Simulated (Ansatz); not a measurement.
## Electronic structure of CH4NPSi (SMILES N#C[SiH2]P) in real space

```yaml
atoms:
  - { symbol: N, position_ang: [1.9856, -0.5745, 2.0923] }
  - { symbol: C, position_ang: [1.2750, -0.0951, 1.3226] }
  - { symbol: Si, position_ang: [0.1218, 0.6263, 0.0689] }
  - { symbol: P, position_ang: [-1.3765, -0.9715, -0.4312] }
  - { symbol: H, position_ang: [0.9658, 1.0890, -1.0571] }
  - { symbol: H, position_ang: [-0.5562, 1.7744, 0.7137] }
  - { symbol: H, position_ang: [-0.4481, -1.6865, -1.2346] }
  - { symbol: H, position_ang: [-1.8754, -0.2192, -1.5305] }
```

Geometry: PBE0-D4/def2-TZVP.

Level of theory: Ansatz, RKS PBE0-D4/def2-TZVPP.

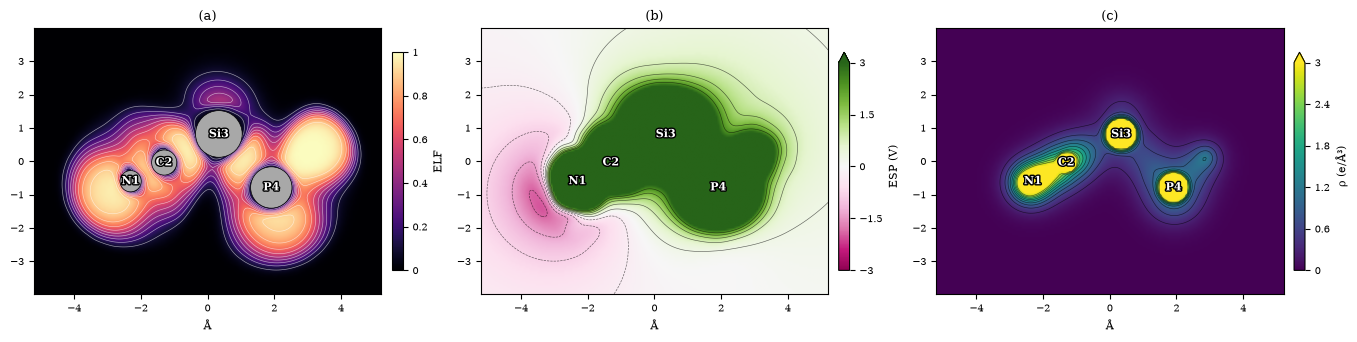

Figure 1. (a) ELF; (b) electrostatic potential; (c) total electron density on the plane of atoms C2, Si3 and P4. Grey discs cover the atomic cores in the ELF map.

Q: Describe what can be read from this map.

A:
- The section cuts through N, C, Si and P sites.
- C–N (1.15 Å): ρ is about 3.7 e/Å³ halfway; the ELF peaks at about 0.85 between the atoms: a multiple bond.
- C–Si (1.85 Å): ρ at the midpoint is about 0.93 e/Å³; the ELF peaks at about 0.95 between the atoms (localised, covalent bonding).
- Si–P (2.25 Å): ρ is about 0.73 e/Å³ halfway; the ELF peaks at about 0.95 between the atoms: a covalent bond.
- The ELF also peaks beside P4 and N1, away from the bonds: lone-pair regions.
- Outside the dense part of the molecule the potential is most negative (−2.0 V) near N1.

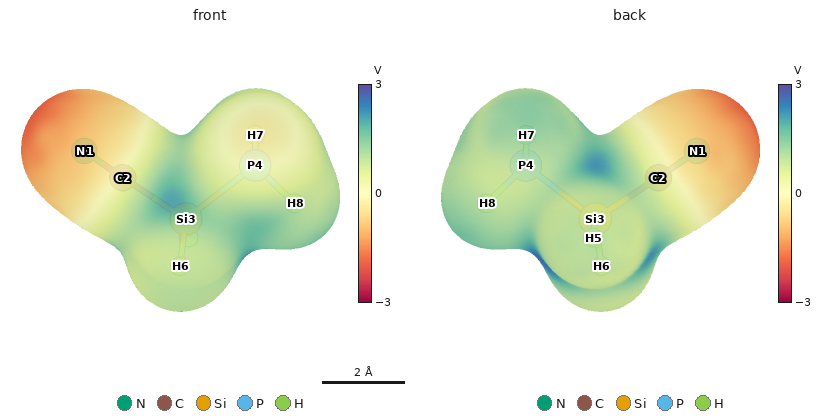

Figure 2. The electrostatic potential painted on the density surface at 0.004 e/bohr³, seen from the front and from behind; the colour scale runs from red (negative) to blue (positive).

Q: Which sites attract a positive test charge, and which a negative one?

A: A positive charge is drawn to the negative regions and a negative charge to the positive ones. The most negative region (about −1.9 V, or −44 kcal/mol for a unit charge) lies over N1, the most positive (about +2.5 V, or +58 kcal/mol for a unit charge) over Si3. N1 is the likeliest acceptor of a hydrogen bond.

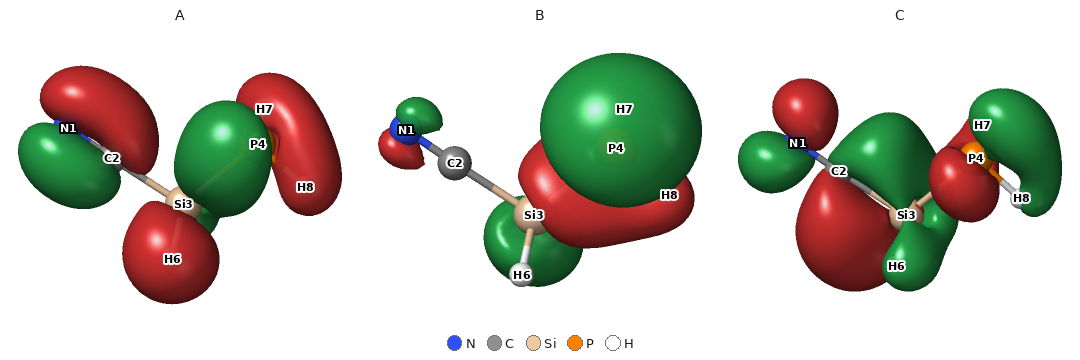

Figure 3. Three frontier orbitals at ±0.08 Å⁻³ᐟ² (green and red are the two phases), in no order.

Q: Which picture is the HOMO−1, the HOMO and the LUMO?

A: A is the HOMO−1 (−9.54 eV). By Hirshfeld shares it lies mainly on P4 (about 25 %), N1 (about 25 %), C2 (about 15 %), Si3 (about 15 %) and H6 (about 10 %). B is the HOMO (−8.28 eV). It lies mainly on P4 (about 70 %) and Si3 (about 15 %); largely a lone pair of P4. C is the LUMO (−0.88 eV). By Hirshfeld shares it lies mainly on Si3 (about 25 %), N1 (about 20 %), C2 (about 20 %) and P4 (about 20 %).

Q: What is the HOMO–LUMO gap?

A: 7.40 eV between the orbital energies.

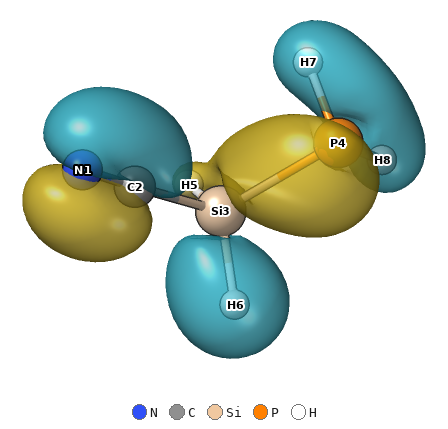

Figure 4. The HOMO−1 at ±0.1 Å⁻³ᐟ² (yellow and cyan are the two phases), seen at a tilt.

Q: Where does this orbital lie, and at what energy?

A: Its weight (Hirshfeld) is mainly on P4 (about 25 %), N1 (about 25 %), C2 (about 15 %), Si3 (about 15 %) and H6 (about 10 %). Its energy is −9.54 eV.
